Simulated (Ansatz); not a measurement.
**K2Mn, from a guessed structure to a relaxed one**

This structure for K2Mn is made up. Its elements were placed in a known structure type with a cell scaled to their sizes. What cell does the guess relax to, and how far off was it?

Program: Ansatz 0.2.0. Level of theory: DFT, PBEsol, plane-wave PAW, files of the set soft_1, scalar-relativistic, ferromagnetic start, cell and ions relaxed at zero pressure; PAW set soft_1, in the first sound run; inputs show where later runs differ. Results are calculated unless marked as measured.

## Step 1: Starting point

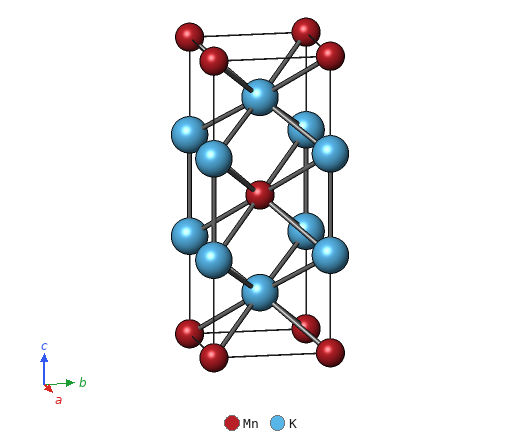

Start, viewed slightly off an axis; manganese red, potassium blue. This picture shows the conventional cell, with its axes. Some periodic images of atoms are drawn too.

## Step 2: Relaxation of the guess

The guessed cell has no reason to be at equilibrium. It is relaxed with the atoms, within the space group of the guess.

input.yaml

```yaml
crystal:
  lattice:
    - [-2.3745, 2.3745, 6.0485]
    - [2.3745, -2.3745, 6.0485]
    - [2.3745, 2.3745, -6.0485]
  atoms:
    - { symbol: Mn, position: [0.0, 0.0, 0.0], spin: 4.0 }
    - { symbol: K, position: [0.3291, 0.3291, 0.0] }
    - { symbol: K, position: [0.6709, 0.6709, 0.0] }
magnetization:
  spin_polarized: true
kpoints:
  mp_grid: { grid: [8, 8, 8] }
scf:
  occupations: { method: fermi_dirac, width: 0.05 }
hamiltonian:
  xc: pbesol
  pseudopotentials: { kind: paw, azcp: { folder: soft_1 }, xc_functional: pbe }
relax:
  f_tol: 0.015
  max_steps: 70
  cell: {}
output:
  forces: true
  stress: true
```

Run with:

```console
ansatz run input.yaml --threads 4 --pin off --max-ram 8192MiB --backend cpu --events-out ev --progress --plain --runs-dir out
```

Numbers of over 12 decimals in the logs are rounded to 6 here.

Output:

```text
basis.fft_grid_basis auto: the FFT boxes are laid along the combinations [[1, 0, 1], [0, 1, 1], [0, 0, 1]] of the cell's own vectors, 4.749, 4.749 and 6.918 Å long. The dense box has 32×32×48 points. Along the cell's own vectors, as sized, it would have 48×48×48, 2.25 times as many. Of the 16 symmetry operations that the crystal satisfies within crystal.symmetry.tolerance (time reversal apart; of a slab, those that k [...]
Engine: ansatz 0.2.0, aarch64-unknown-linux-gnu
Pseudopotentials: kind: paw
Pseudopotential: Mn, paw, valence charge 15, recommended cutoff 420 eV (normal), soft_1/Mn.paw.azcp
Pseudopotential: K, paw, valence charge 9, recommended cutoff 420 eV (normal), soft_1/K.paw.azcp
Functional definition: PBEsol
  exchange = pbesol_x
  correlation = pbesol_c
Crystal: 3 atoms, lattice volume = 136.412 Å³
Basis set: ecut = 420 eV, 2645 PW (Γ), FFT grids on a1+a3, a2+a3, a3, exchange–correlation on 64×64×96 points (8 copies of the dense FFT grid, shifted against one another)
Bands: 23, of which v1, the nominal top of the filled ones, is band 17 counted from 1 (16 counted from 0)
Symmetry: 16 space group operations
Space group: I4/mmm (ITA 139), of the structure as read, at distance tolerance 5.1e-5 Å
Magnetic group: BNS 139.531 (UNI 1191), of the structure as read, at distance tolerance 5.1e-5 Å
k-points: 59 of 512
Non-local potential: Mn, projectors of the file, l = 0: 3, l = 1: 2, l = 2: 3, l = 3: 1
Non-local potential: K, projectors of the file, l = 0: 3, l = 1: 2, l = 2: 2
PAW form: soft (Blöchl's): semilocal exchange-correlation on the pseudo side does not see the compensation charge
PAW frozen core: Mn, regenerated for the run's functional, and the local potential with it (the file was generated under x = pbe(κ = 0.804, μ = 0.219515), c = pbe(β = 0.066725))
PAW frozen core: K, regenerated for the run's functional, and the local potential with it (the file was generated under x = pbe(κ = 0.804, μ = 0.219515), c = pbe(β = 0.066725))
PAW one-centre angular grid: Mn, 590 points (default); XC on 64 Gauss nodes
PAW one-centre angular grid: K, 110 points (default); XC on 64 Gauss nodes
Initial density: superposition of atomic densities (chi_scale 0.1, normalization cell, long waves kept (reshape's long-wave potential 0.00 eV rms))
Starting moments: Σ|m| = 4 μB on 1 of 3 sites
Initial wavefunctions: pseudopotential atomic-orbital guess
Functional: x = pbesol(κ = 0.804, μ = 0.123457), c = pbesol(β = 0.046)
iter 1 solved again at ethr=8.29e-4 eV; its pass at ethr=3.10e-3 eV (dr2=2.74e-1 eV) is discarded
SCF iter   1: F=—  HF=-6897.351919 eV  |F-HF|=—  |Δ(HF+E_count)|=         —  Δρ=2.11e-2 (↑1.83e-2 ↓2.11e-2)  dr2=2.75e-1  dr2_m=4.61e-1  M=4.678 μB ∫|m|=4.814 μB  β_m=0.30  ethr=8.29e-4  ⟨swp⟩=1.0  Hψ=16663  notcnv=0
Mixer restart at iter 1: flushing history
preconditioner: auto → Kerker (q_TF=auto, 2.154 Å⁻¹)  [metal: Δε(μ)=0.012 eV  Ē_g=3.140 eV  σ=0.050 eV  W_gap=0.06  n_scr=32 (ndim 8)  ℏωp=9.5 eV  f_vac=0.000  D(μ)=3.62/eV (n_scr^D=32)]
spin=Collinear: Kerker preconditioning applied to the charge; magnetization (m = ρ↑ − ρ↓) channel mixes plain (no charge-response kernel on spin).
SCF iter   2: F=—  HF=-6897.761828 eV  |F-HF|=—  |Δ(HF+E_count)|=         —  Δρ=2.00e-2 (↑1.72e-2 ↓2.00e-2)  dr2=2.42e-1  dr2_m=4.14e-1  M=4.840 μB ∫|m|=4.970 μB  β_m=0.30  ethr=8.29e-4  ⟨swp⟩=2.0  Hψ=3152  notcnv=0  defer=1
Mixer restart at iter 2: flushing history
SCF iter   3: F=—  HF=-6897.724550 eV  |F-HF|=—  |Δ(HF+E_count)|=   3.73e-2  Δρ=1.37e-2 (↑1.37e-2 ↓1.23e-2)  dr2=1.03e-1  dr2_m=2.00e-1  M=4.807 μB ∫|m|=4.954 μB  β_m=0.63  ethr=7.34e-4  ⟨swp⟩=1.7  Hψ=3368  notcnv=0  defer=1
SCF iter   4: F=—  HF=-6897.762185 eV  |F-HF|=—  |Δ(HF+E_count)|=   3.76e-2  Δρ=2.71e-3 (↑2.71e-3 ↓9.83e-4)  dr2=1.55e-2  dr2_m=1.98e-3  M=4.743 μB ∫|m|=4.939 μB  β_m=0.55  ethr=3.11e-4  ⟨swp⟩=2.7  Hψ=5539  notcnv=0
SCF iter   5: F=—  HF=-6897.750499 eV  |F-HF|=—  |Δ(HF+E_count)|=   1.17e-2  Δρ=2.34e-3 (↑6.66e-4 ↓2.34e-3)  dr2=9.60e-3  dr2_m=1.10e-3  M=4.701 μB ∫|m|=4.908 μB  β_m=0.78  ethr=4.70e-5  ⟨swp⟩=2.0  Hψ=5391  notcnv=0
SCF iter   6: F=—  HF=-6897.758037 eV  |F-HF|=—  |Δ(HF+E_count)|=   7.54e-3  Δρ=3.57e-4 (↑2.51e-4 ↓3.57e-4)  dr2=4.37e-4  dr2_m=1.05e-5  M=4.669 μB ∫|m|=4.898 μB  β_m=0.83  ethr=2.91e-5  ⟨swp⟩=2.0  Hψ=4172  notcnv=0
SCF iter   7: F=—  HF=-6897.758305 eV  |F-HF|=—  |Δ(HF+E_count)|=   2.67e-4  Δρ=1.21e-4 (↑6.02e-5 ↓1.21e-4)  dr2=5.66e-5  dr2_m=3.30e-6  M=4.664 μB ∫|m|=4.901 μB  β_m=0.91  ethr=1.32e-6  ⟨swp⟩=2.1  Hψ=3991  notcnv=0
SCF iter   8: F=—  HF=-6897.758327 eV  |F-HF|=—  |Δ(HF+E_count)|=   2.26e-5  Δρ=4.31e-5 (↑3.80e-5 ↓4.31e-5)  dr2=9.98e-6  dr2_m=2.26e-7  M=4.661 μB ∫|m|=4.902 μB  β_m=0.94  ethr=1.72e-7  ⟨swp⟩=2.0  Hψ=3013  notcnv=0
SCF iter   9: F=—  HF=-6897.758331 eV  |F-HF|=—  |Δ(HF+E_count)|=   3.53e-6  Δρ=2.74e-5 (↑8.90e-6 ↓2.74e-5)  dr2=1.98e-6  dr2_m=1.67e-7  M=4.658 μB ∫|m|=4.902 μB  β_m=0.97  ethr=3.02e-8  ⟨swp⟩=2.1  Hψ=3377  notcnv=0
SCF iter  10: F=—  HF=-6897.758331 eV  |F-HF|=—  |Δ(HF+E_count)|=   6.35e-7  Δρ=9.49e-6 (↑5.84e-6 ↓9.49e-6)  dr2=4.03e-7  dr2_m=1.12e-8  M=4.658 μB ∫|m|=4.902 μB  β_m=0.99  ethr=6.02e-9  ⟨swp⟩=2.0  Hψ=3271  notcnv=0
SCF iter  11: F=—  HF=-6897.758331 eV  |F-HF|=—  |Δ(HF+E_count)|=   5.11e-8  Δρ=1.31e-6 (↑9.74e-7 ↓1.31e-6)  dr2=1.16e-8  dr2_m=2.39e-10  M=4.658 μB ∫|m|=4.902 μB  β_m=0.99  ethr=1.22e-9  ⟨swp⟩=2.0  Hψ=3399  notcnv=0
SCF iter  12: F=-6897.758331 eV  HF=-6897.758331 eV  |F-HF|=1.32e-10  |Δ(HF+E_count)|=   2.06e-9  Δρ=3.69e-7 (↑3.53e-7 ↓3.69e-7)  dr2=1.16e-9  dr2_m=4.02e-12  M=4.658 μB ∫|m|=4.902 μB  ethr=3.51e-11  ⟨swp⟩=2.0  Hψ=8092  notcnv=0
SCF 1 converged in 12 iterations: F = -6897.758331 eV  dr2 = 1.16e-9
  greatest PAW one-centre occupation: 1.000 electrons in one spin orbital (limit 2), on the Mn atom at site 0 (counted from 0), in its partial waves of l = 0
relax step   1: F+E_penalty+E_count = -6897.75833136 eV  Δ(F+E_penalty+E_count) = +0.000e0 eV  max|allowed force component| = 3.641e-1 eV/Å  Δτ_max = 0.0000 Å  P = -0.386 GPa  Ω = 136.412 Å³  (12 SCF iters, dr2 threshold 1.00e-7 eV, accepted)
Crystal: 3 atoms, lattice volume = 134.823 Å³
Initial density: handed on by an earlier stage of this run
Starting moments: Σ|m| = 4 μB on 1 of 3 sites; this step starts from the density that it was given
Initial wavefunctions: those handed on with the density
iter 1 solved again at ethr=1.73e-5 eV; its pass at ethr=3.10e-3 eV (dr2=5.72e-3 eV) is discarded
[...]
relax step  17: F+E_penalty+E_count = -6897.95596937 eV  Δ(F+E_penalty+E_count) = -5.769e-5 eV  max|allowed force component| = 1.364e-3 eV/Å  Δτ_max = 0.0032 Å  P = -0.010 GPa  Ω = 131.183 Å³  energy of the carried Pulay correction = -1.565e-4 eV  (8 SCF iters, dr2 threshold 1.40e-8 eV, accepted)
relax step  18: F+E_penalty+E_count = -6897.95599202 eV  Δ(F+E_penalty+E_count) = -2.265e-5 eV  max|allowed force component| = 1.929e-3 eV/Å  Δτ_max = 0.0023 Å  P = -0.004 GPa  Ω = 131.146 Å³  energy of the carried Pulay correction = -1.526e-4 eV  (10 SCF iters, accepted)
relax step  19: F+E_penalty+E_count = -6897.96420451 eV  Δ(F+E_penalty+E_count) = -8.212e-3 eV  max|allowed force component| = 1.736e-3 eV/Å  Δτ_max = 0.0000 Å  P = +0.114 GPa  Ω = 131.146 Å³  stress off target by 3.21e-1 GPa  SCF on the basis re-selected at this cell (its energy is not comparable with the rows above)  (11 SCF iters)
relax step  20: F+E_penalty+E_count = -6897.96851279 eV  Δ(F+E_penalty+E_count) = -4.308e-3 eV  max|allowed force component| = 1.419e-3 eV/Å  Δτ_max = 0.0074 Å  P = +0.058 GPa  Ω = 131.910 Å³  energy of the carried Pulay correction = -4.168e-5 eV  (7 SCF iters, dr2 threshold 2.58e-7 eV, accepted)
relax step  21: F+E_penalty+E_count = -6897.97242494 eV  Δ(F+E_penalty+E_count) = -3.912e-3 eV  max|allowed force component| = 5.652e-3 eV/Å  Δτ_max = 0.0001 Å  P = +0.015 GPa  Ω = 131.632 Å³  energy of the carried Pulay correction = -2.436e-5 eV  (10 SCF iters, dr2 threshold 1.09e-7 eV, accepted)
relax step  22: F+E_penalty+E_count = -6897.97253954 eV  Δ(F+E_penalty+E_count) = -1.146e-4 eV  max|allowed force component| = 6.530e-3 eV/Å  Δτ_max = 0.0093 Å  P = +0.016 GPa  Ω = 131.823 Å³  energy of the carried Pulay correction = -3.453e-5 eV  (12 SCF iters, accepted)
Basis set: ecut = 420 eV, 2593 PW (Γ), FFT grids on a1+a3, a2+a3, a3, exchange–correlation on 54×54×128 points (8 copies of the dense FFT grid, shifted against one another)
iter 1 solved again at ethr=1.60e-8 eV; its pass at ethr=3.10e-3 eV (dr2=5.27e-6 eV) is discarded
SCF iter   1: F=—  HF=-6897.972788 eV  |F-HF|=—  |Δ(HF+E_count)|=         —  Δρ=3.85e-5 (↑3.85e-5 ↓2.34e-5)  dr2=7.89e-7  dr2_m=3.03e-7  M=4.487 μB ∫|m|=4.724 μB  β_m=0.65  ethr=1.60e-8  ⟨swp⟩=3.7  Hψ=20781  notcnv=0
preconditioner: auto → none  [metal: Δε(μ)=0.002 eV  Ē_g=3.939 eV  σ=0.050 eV  W_gap=0.01  n_scr=4 (ndim 8)  ℏωp=9.7 eV  f_vac=0.000  D(μ)=4.27/eV (n_scr^D=42)]
SCF iter   2: F=—  HF=-6897.972807 eV  |F-HF|=—  |Δ(HF+E_count)|=   1.92e-5  Δρ=1.49e-5 (↑1.49e-5 ↓6.79e-6)  dr2=8.14e-7  dr2_m=4.23e-8  M=4.487 μB ∫|m|=4.723 μB  β_m=0.54  ethr=2.39e-9  ⟨swp⟩=2.1  Hψ=3450  notcnv=0
SCF iter   3: F=—  HF=-6897.972810 eV  |F-HF|=—  |Δ(HF+E_count)|=   2.68e-6  Δρ=1.20e-5 (↑1.20e-5 ↓1.06e-5)  dr2=2.92e-6  dr2_m=1.93e-8  M=4.488 μB ∫|m|=4.724 μB  β_m=0.39  ethr=2.39e-9  ⟨swp⟩=2.0  Hψ=4377  notcnv=0  recentre
SCF iter   4: F=—  HF=-6897.972810 eV  |F-HF|=—  |Δ(HF+E_count)|=   1.07e-7  Δρ=2.83e-6 (↑2.36e-6 ↓2.83e-6)  dr2=2.60e-8  dr2_m=5.44e-9  M=4.487 μB ∫|m|=4.723 μB  β_m=0.46  ethr=2.39e-9  ⟨swp⟩=2.0  Hψ=3804  notcnv=0
SCF iter   5: F=—  HF=-6897.972810 eV  |F-HF|=—  |Δ(HF+E_count)|=   5.22e-8  Δρ=1.95e-6 (↑1.88e-6 ↓1.95e-6)  dr2=2.23e-9  dr2_m=3.57e-9  M=4.487 μB ∫|m|=4.723 μB  β_m=0.73  ethr=7.87e-11  ⟨swp⟩=2.0  Hψ=3299  notcnv=0
SCF iter   6: F=—  HF=-6897.972810 eV  |F-HF|=—  |Δ(HF+E_count)|=   4.76e-8  Δρ=1.37e-6 (↑1.37e-6 ↓1.32e-6)  dr2=3.15e-9  dr2_m=2.10e-9  M=4.487 μB ∫|m|=4.723 μB  β_m=0.77  ethr=6.77e-12  ⟨swp⟩=2.0  Hψ=4802  notcnv=0
SCF iter   7: F=—  HF=-6897.972810 eV  |F-HF|=—  |Δ(HF+E_count)|=   3.38e-9  Δρ=4.58e-7 (↑2.87e-7 ↓4.58e-7)  dr2=4.80e-10  dr2_m=1.25e-10  M=4.487 μB ∫|m|=4.723 μB  β_m=0.76  ethr=6.77e-12  ⟨swp⟩=2.2  Hψ=3514  notcnv=0
SCF iter   8: F=—  HF=-6897.972810 eV  |F-HF|=—  |Δ(HF+E_count)|=   4.57e-7  Δρ=8.27e-8 (↑7.19e-8 ↓8.27e-8)  dr2=1.50e-11  dr2_m=3.08e-12  M=4.487 μB ∫|m|=4.723 μB  β_m=0.82  ethr=1.45e-12  ⟨swp⟩=2.0  Hψ=4332  notcnv=0
SCF iter   9: F=—  HF=-6897.972810 eV  |F-HF|=—  |Δ(HF+E_count)|=  5.37e-11  Δρ=4.98e-8 (↑1.70e-8 ↓4.98e-8)  dr2=2.58e-12  dr2_m=9.02e-13  M=4.487 μB ∫|m|=4.723 μB  β_m=0.91  ethr=1.00e-12  ⟨swp⟩=2.0  Hψ=3227  notcnv=0
SCF iter  10: F=-6897.972810 eV  HF=-6897.972810 eV  |F-HF|=3.64e-12  |Δ(HF+E_count)|=  7.28e-12  Δρ=2.68e-8 (↑2.24e-8 ↓2.68e-8)  dr2=1.28e-12  dr2_m=5.19e-13  M=4.487 μB ∫|m|=4.723 μB  ethr=1.00e-12  ⟨swp⟩=3.9  Hψ=10171  notcnv=0
SCF 23 converged in 10 iterations: F = -6897.972810 eV  dr2 = 1.28e-12
relax step  23: F+E_penalty+E_count = -6897.97280961 eV  Δ(F+E_penalty+E_count) = -2.701e-4 eV  max|allowed force component| = 6.525e-3 eV/Å  Δτ_max = 0.0000 Å  P = +0.022 GPa  Ω = 131.823 Å³  stress off target by 2.87e-2 GPa  SCF on the basis re-selected at this cell (its energy is not comparable with the rows above)  (10 SCF iters)
basis re-selected at this cell: Δ(F+E_penalty+E_count) = -2.701e-4 eV, ΔP = +0.006 GPa vs the last step (what re-selecting the basis moved, of the pressure what is left beyond the Pulay correction that the steps carried, after the strain that the cell walked since its last selection, with what the two solves' SCF thresholds leave and, on support functions, any second-order correction that the steps lacked; it is no measure of the basis error at this ecutwfc). The dense FFT grid was sized anew with the basis: this SCF ran on 27×27×64 points, the steps before it on 27×27×60, so part of this shift can come from that change (see relax.cell in the input reference). [rest of the remark cut]
SCF converged after 10 iterations
Magnetization: 4.4873 μB (18.7436 up, 14.2564 down)
Absolute magnetization: 4.7235 μB (∫|ρ↑−ρ↓|, with the PAW one-centre terms)
Spin contamination: 0.1909 ħ² per cell (⟨S²⟩ above its minimum at these occupations)
Per-site moments (μB) at R_I (Å): [(4.541790, 1.502940), (-0.021815, 1.502940), (-0.021815, 1.502940)]
Free energy (F): -6897.972810 eV
Harris-Foulkes:  -6897.972810 eV  (|F-HF|=3.64e-12)
Internal energy: -6897.937913 eV  (E = F + TS)
E sigma→0 (E₀):  -6897.955361 eV
Entropy (-TS):   -0.034897 eV (-11.632 meV/atom)
Fermi energy:    3.841225 eV
--- Per-component energies (eV) ---
  E_band       = -650.058900
  E_kinetic    = 815.747347
  E_local      = -4976.539832  (includes V_loc(G=0)·N_el)
  E_nonlocal   = 496.838527
  E_hartree    = 1942.856085
  E_xc         = -368.477571
  E_vxc        = -457.738021  (∫ρ·V_xc dr)
  E_paw        = -2825.883364  (= ΣΔE_a)
  E_vpaw       = -414.079150  (= ΣTr[D̂ρ^β])
  E_aug_tail   = 0.000090  (compensation charges beyond the density's cutoff)
  E_ewald      = -1982.864615
  E_core_change = 0.385421  (= ΣΔE_core)
  E_smearing   = -0.034897  (= −TS)
  E_closure    = -0.000000  (closes the sum)
  Σ components = -6897.972810   (vs F -6897.972810, Δ=0.00e0)
--- Forces (eV/Å), atoms counted from 1 ---
  atom   1  Mn     0.00000000     0.00000000    -0.00000000
  atom   2  K     -0.00000000     0.00000000    -0.00652520
  atom   3  K      0.00000000     0.00000000     0.00652520
  max |Σ_I F_I| component: 1.73e-18 eV/Å
--- Stress (GPa, compression-positive) ---
        0.018704      -0.000000       0.000000
       -0.000000       0.018704       0.000000
       -0.000000      -0.000000       0.028678
  P = ⅓ Tr σ = 0.0220 GPa (0.220 kbar)
--- Relaxed structure (20 steps of the walk, 20 accepted, 3 SCFs on fresh bases) ---
  F+E_penalty+E_count = -6897.97280961 eV   max|allowed force component| = 6.525e-3 eV/Å   (the final SCF, on the basis selected at the relaxed cell)
  cell:  # Å, volume = 131.8228 Å³
    - [-1.943896, 1.943896, 8.721367]
    - [1.943896, -1.943896, 8.721367]
    - [1.943896, 1.943896, -8.721367]
  atoms:
    - { symbol: Mn, position: [-6.81155369999986e-19, -6.811553699999857e-19, 0] }
    - { symbol: K, position: [0.362915, 0.362915, 0] }
    - { symbol: K, position: [0.637085, 0.637085, 0] }
```

It took 2.2 min on 4 threads of Arm Neoverse V1, shared host; peak memory 0.61 GiB; 8.6 min of CPU time.

Step by step (22 of 23):

```tsv
step	energy less that of the first step (eV)	largest force component (eV/Å)	pressure (GPa)	volume (Å³)
1	0.0000	0.3641	-0.39	136.41
2	-0.0520	0.2467	-0.34	134.82
3	-0.1019	0.0553	0.00	129.17
4	-0.1107	0.0180	0.01	128.90
5	-0.1325	0.0173	0.15	127.25
6	-0.1459	0.0144	0.23	126.87
7	-0.1535	0.0064	0.17	127.93
8	-0.1545	0.0078	0.04	129.52
9	-0.1549	0.0040	0.00	130.41
10	-0.1549	0.0065	-0.01	130.64
11*	-0.1628	0.0062	0.10	130.64
13	-0.1803	0.0095	0.05	133.06
14	-0.1904	0.0114	0.03	133.34
15	-0.1972	0.0016	-0.05	132.46
16	-0.1976	0.0014	0.05	130.39
17	-0.1976	0.0014	-0.01	131.18
18	-0.1977	0.0019	0.00	131.15
19*	-0.2059	0.0017	0.11	131.15
20	-0.2102	0.0014	0.06	131.91
21	-0.2141	0.0057	0.02	131.63
22	-0.2142	0.0065	0.02	131.82
23*	-0.2145	0.0065	0.02	131.82
```

Relaxation steps marked * repeat the geometry before them on a plane-wave basis chosen anew for their cell, so energy and pressure can jump there. Other such steps can lie between the rows shown.

The run keeps the 16 symmetry operations that it works with, so distortions that break them were not tested.

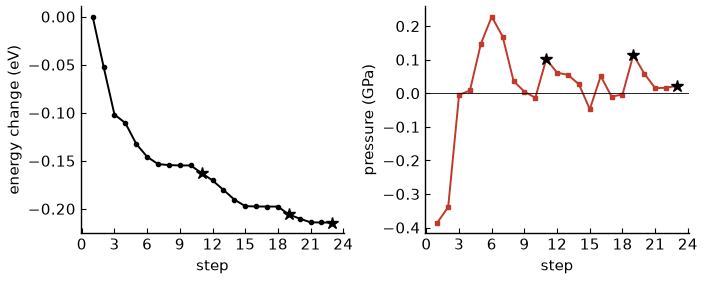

Energy and pressure along the relaxation. Stars mark steps on a basis chosen anew.

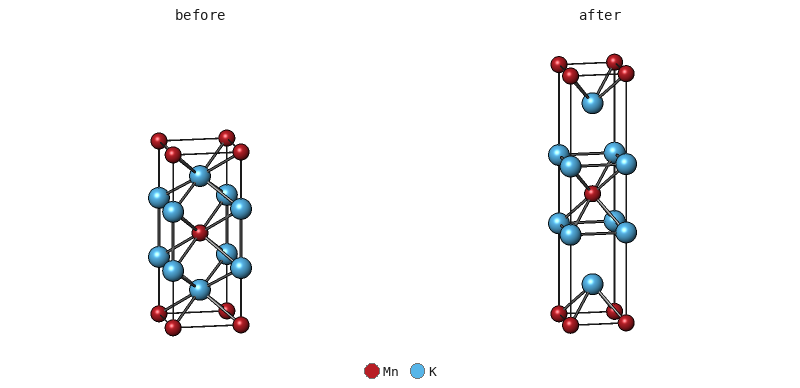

The structure before and after the relaxation, drawn at the same scale.

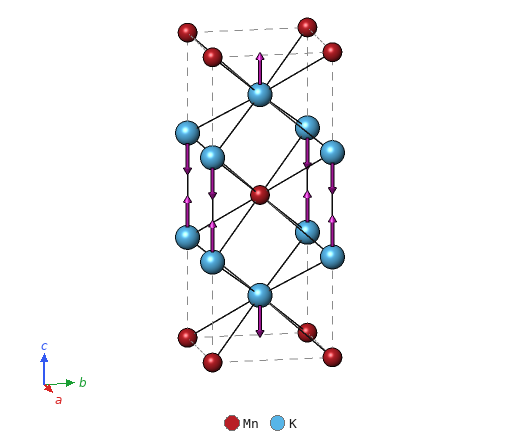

Displacements in the relaxation, exaggerated, measured against the changing cell; the longest in the cell stands for 0.59 Å. Some periodic images of atoms are drawn too.

```tsv
cell as run	before	after	change
a (Å)	6.918	9.144	+32.2 %
b (Å)	6.918	9.144	+32.2 %
c (Å)	6.918	9.144	+32.2 %
α (°)	139.85	155.45	+11.2 %
β (°)	139.85	155.45	+11.2 %
γ (°)	58.08	34.99	-39.8 %
volume (Å³/atom)	45.47	43.94	-3.4 %
```

The atoms that moved most (Å, as changes of fractional coordinates times the final cell):

```tsv
atom	dx	dy	dz	length
K2	0.000	0.000	0.590	0.590
K3	0.000	0.000	-0.590	0.590
```

The relaxed structure:

```
Mn K
1.0
    -1.94390    1.94390    8.72137
     1.94390   -1.94390    8.72137
     1.94390    1.94390   -8.72137
Mn K
1 2
Direct
  0.00000 0.00000 0.00000
  0.36291 0.36291 0.00000
  0.63709 0.63709 0.00000
```

Numbers from this step:

| Item | Value |
| --- | --- |
| free energy | -6897.9728 eV |
| energy at zero smearing | -6897.9554 eV |
| smearing term TS | 0.03490 eV |
| Fermi energy | 3.841 eV |
| magnetization | 4.487 μB |
| absolute magnetization | 4.723 μB |
| site moments | 4.542, -0.02181, -0.02181 μB |
| electrons | 33 |
| symmetry operations | 16 |
| pressure | 0.02203 GPa |

Site moment by atom:

```tsv
atom	site moment (μB)
Mn1	4.54
K2	-0.02
K3	-0.02
```

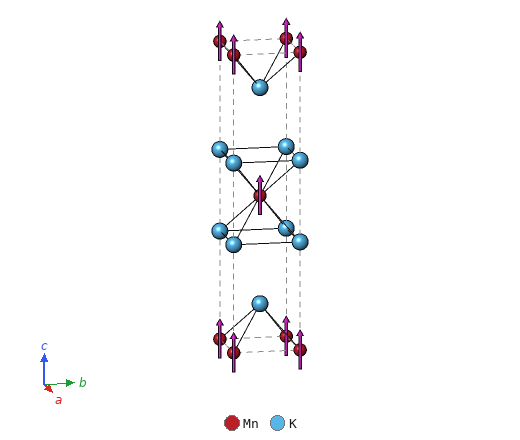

Site moment as arrows, the longest 4.54 μB. Up and down stand for the sign. Arrows give size and sign along the axis of quantisation, drawn up and down the page. Some periodic images of atoms are drawn too.

The shortest distance of each pair, which need not be the same contact before and after:

```tsv
pair	guess (Å)	relaxed (Å)
K–Mn	3.943	3.643
Mn–Mn	4.749	3.888
K–K	3.865	3.888
```

The relaxation ends with a largest force component of 0.0065 eV/Å and a pressure of 0.02 GPa.

(Continued in part 2 of 2.)

[Logs are printed without paths, hosts, clocks, repeated set-up lines and the standing remarks that a program may print on its own settings, such as how far it seeks lower states.]

[Hosts, paths, dates, database ids (printed as entryN), source tags and the programs' standing remarks are cut or masked in the printed files.]
